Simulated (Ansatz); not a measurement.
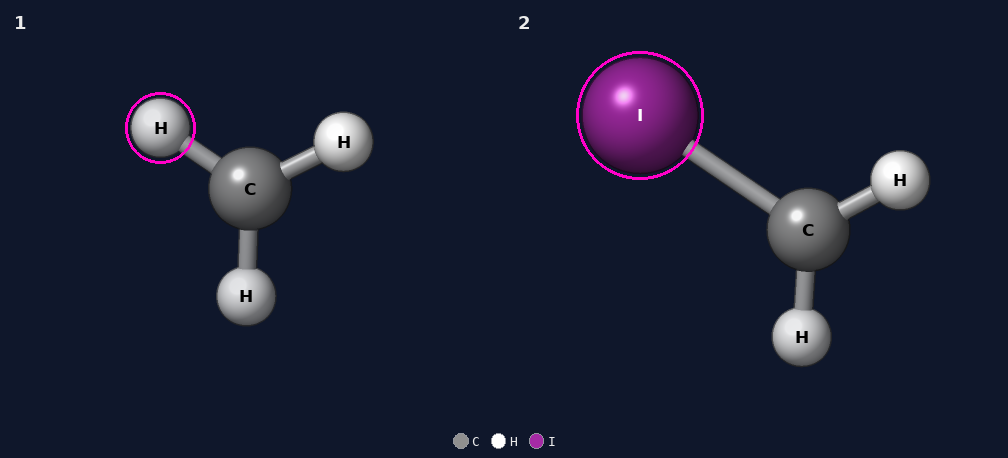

2 molecules with one skeleton, seen from the same side and at one scale; the atom that differs is circled. State: neutral, doublet. Computed geometries: PBE0-D4/def2-TZVP optimisations, one conformation each. Properties computed with Ansatz 0.2.0. Elements past Kr carry core potentials.

One atom differs, called X below: H in panel 1, I in panel 2. Their formulas are CH3 (`[CH3]`), CH2I (`[CH2]I`).

### In which is the dipole moment larger (ωB97M-V/def2-TZVPP)?

In panel 2 (X = I).

### In which is the harmonic zero-point energy higher (PBE0-D4/def2-TZVP)?

In panel 1 (X = H).

Give the values. With PBE0-D4/def2-TZVP: length of X–C (Å), mean angle X–C–H (°), harmonic zero-point energy (kJ/mol). With ωB97M-V/def2-TZVPP: dipole moment (D).

| quantity | 1 (H) | 2 (I) | 2 − 1 |
| --- | --- | --- | --- |
| length of X–C (Å) | 1.080 | 2.029 | +0.949 |
| mean angle X–C–H (°) | 120.0 | 118.4 | −1.6 |
| dipole moment (D) | 0.00 | 0.69 | +0.69 |
| harmonic zero-point energy (kJ/mol) | 78.2 | 57.4 | −20.8 |
